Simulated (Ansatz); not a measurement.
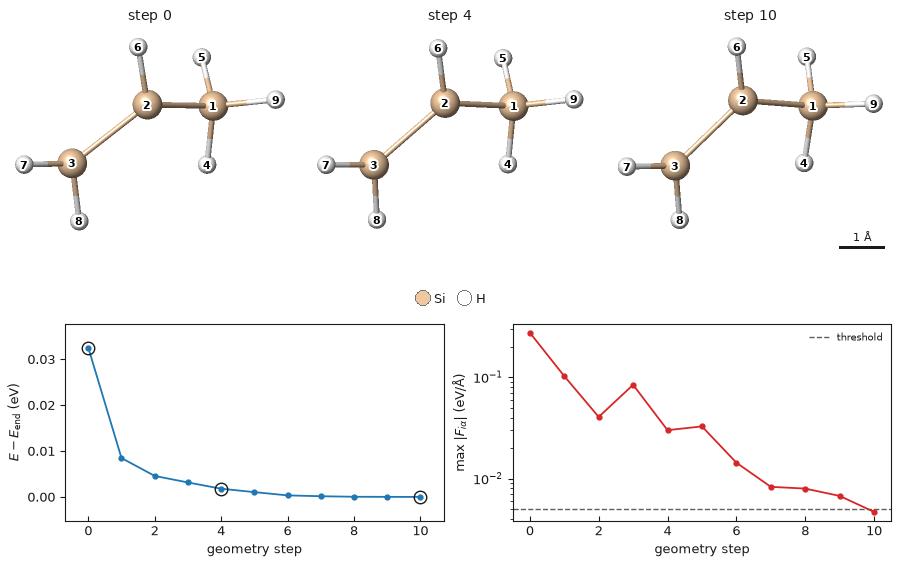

Frames of a relaxation of Si3H6, marked on the history of the run. A ball-and-stick model, seen from a free direction.

It is one of the separated reactants of a reaction.

The calculation used RKS PBE0-D4/def2-TZVP in Ansatz.

The input:
```yaml
crystal:
  periodic: [false, false, false]
  atoms:
    - {symbol: Si, position_ang: [-1.052724, 1.351131, -1.505618]}
    - {symbol: Si, position_ang: [0.697132, 0.821478, -0.057905]}
    - {symbol: Si, position_ang: [0.649788, -1.153349, 0.849818]}
    - {symbol: H, position_ang: [-1.616657, 0.055312, -2.021935]}
    - {symbol: H, position_ang: [-2.143209, 2.138191, -0.826961]}
    - {symbol: H, position_ang: [1.288404, 1.935978, 0.762152]}
    - {symbol: H, position_ang: [1.663644, -1.601172, 1.863411]}
    - {symbol: H, position_ang: [0.066996, -2.296557, 0.070475]}
    - {symbol: H, position_ang: [-0.546247, 2.161571, -2.669527]}
basis:
  gaussian: {orbitals: def2-TZVP}
hamiltonian: {xc: pbe0, dispersion: d4}
relax: {f_tol: 0.005, max_steps: 200}
```

Command:
```bash
ansatz run in.yaml --threads 2 --pin off --events-out ev --progress --plain --max-ram 4352MiB
```

**Describe the path.**

The atom that moves furthest after the best rigid fit is Si2 (0.19 Å). Largest moves by element: Si 0.19 Å, H 0.12 Å. Some distances before and after: Si2–Si3 2.174 → 2.137 Å, Si2–H6 1.505 → 1.483 Å, Si1–Si2 2.332 → 2.313 Å, Si1–H5 1.506 → 1.487 Å. Among the angles between lasting bonds that change: Si1–Si2–H6 117.7° → 120.7°, Si1–Si2–Si3 116.7° → 118.9°, Si3–Si2–H6 117.0° → 119.1°. After 10 geometry steps the energy has fallen by 0.033 eV. The largest force component goes from 0.27 to 0.0047 eV/Å. Cost: 27 s on 2 threads of Intel Xeon Platinum 8488C, on a shared host. From step 0 to 4: Si2 moves most (0.10 Å), energy −0.031 eV. From step 4 to 10: H9 moves most (0.10 Å), energy −0.002 eV.

| step | E − E(0), eV | largest force component, eV/Å |
| --- | --- | --- |
| 0 | 0.0000 | 0.2749 |
| 1 | -0.0241 | 0.1025 |
| 2 | -0.0279 | 0.0406 |
| 3 | -0.0294 | 0.0841 |
| 4 | -0.0307 | 0.0300 |
| 5 | -0.0315 | 0.0327 |
| 6 | -0.0322 | 0.0143 |
| 7 | -0.0324 | 0.0083 |
| 8 | -0.0325 | 0.0080 |
| 9 | -0.0325 | 0.0067 |
| 10 | -0.0325 | 0.0047 |
